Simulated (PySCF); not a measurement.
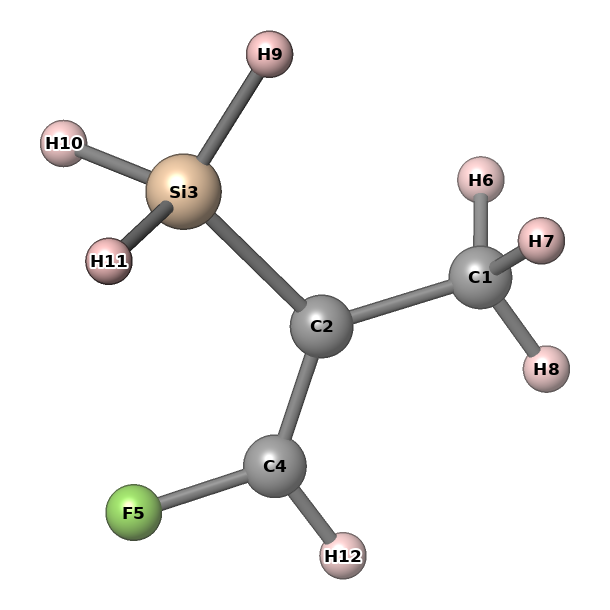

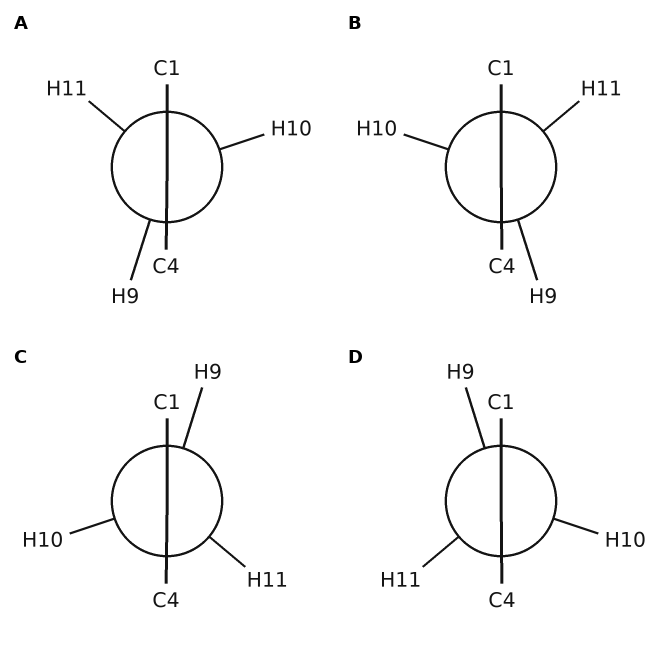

Distant atoms are faded towards the background colour. Bonds that would overlap in a projection are set slightly apart. The computed structure is the end point of a PBE0-D3(BJ)/def2-SVP optimisation. No frequency run is at hand to confirm it as a minimum.

Which Newman projection shows the view along C2–Si3, with C2 in front?

Answer. D. The torsion angle C1–C2–Si3–H9 is −10°, synperiplanar (eclipsed).
